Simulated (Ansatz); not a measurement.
## Electronic structure of CB$_{2}$Si in real space

Input file:

```
crystal:
  periodic: [false, false, false]
  atoms:
    - {symbol: C, position_ang: [0.063386, -1.123496, -0.475662]}
    - {symbol: B, position_ang: [0.198246, -0.823143, 1.082318]}
    - {symbol: B, position_ang: [1.220167, -1.561389, 0.175802]}
    - {symbol: Si, position_ang: [-1.441028, -0.207763, 0.137372]}
basis:
  gaussian: {orbitals: def2-TZVPD}
hamiltonian: {xc: {name: PBE0}}
output: {forces: true, orbitals: {seedname: orbitals}}
```

Launched as:

```sh
ansatz run input.yaml --threads 1 --pin off --max-ram 2610MiB --events-out events.jsonl --progress --plain --runs-dir runs
```

Geometry: r2SCAN-D4/def2-SVP.

Theory: isolated molecule in a Gaussian basis; Kohn-Sham density functional theory, functional PBE0 in Ansatz.

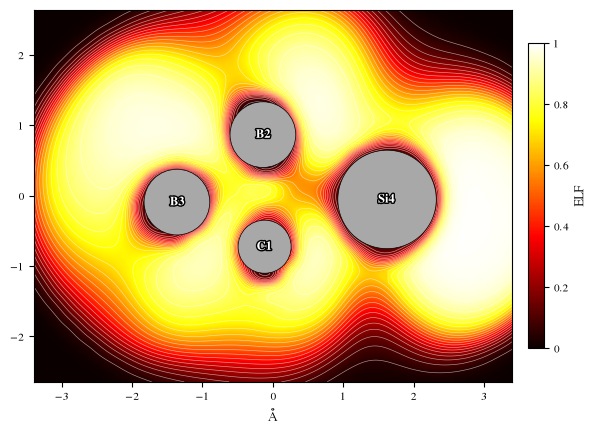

Figure 1. Electron localisation function on the molecular plane. Grey discs cover the atomic cores.

Describe what can be read from this map.

The section cuts through C, B and Si sites.
C–B (1.40 Å): the ELF peaks at about 0.90 between the atoms: a covalent bond.
B–B (1.55 Å): the ELF peaks at about 0.80 between the atoms (a covalent bond).
C–Si (1.86 Å): the ELF peaks at about 0.85 between the atoms; a covalent bond.
Si–B (1.99 Å): the ELF peaks at about 0.80 between the atoms, as expected for a covalent bond.
C–B (1.59 Å): the ELF peaks at about 0.80 between the atoms; localised, covalent bonding.
The ELF also peaks beside Si4 and B3, away from the bonds: lone-pair regions.

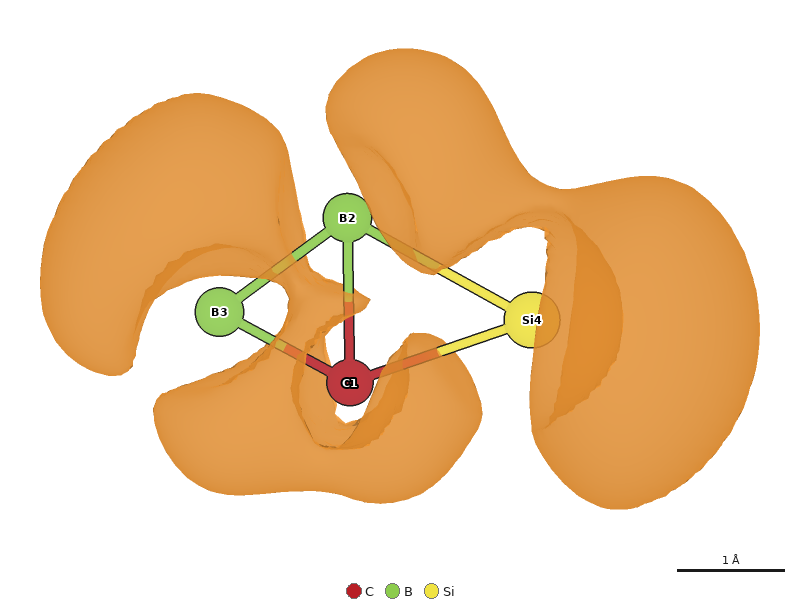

Figure 2. Isosurface of the electron localisation function at 0.75 (orange), seen at a tilt. Core shells and regions of very low density are left out.

Identify the bonds, lone pairs and shells in this picture.

The surface consists of one joined region spread over several atoms (B, C), in which their bonds and any lone pairs are merged and one joined region spread over several atoms (B, Si), in which their bonds and any lone pairs are merged.

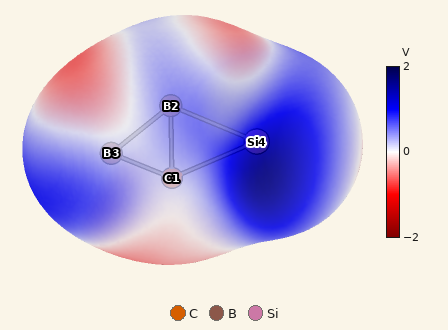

Figure 3. The molecular electrostatic potential painted on the density surface at 0.002 e/bohr³, seen at a tilt; red is negative and blue positive.

Which sites attract a positive test charge, and which a negative one?

A positive charge is drawn to the negative regions and a negative charge to the positive ones. The most negative region (about −0.6 V) lies over C1, the most positive (about +1.7 V) over Si4.
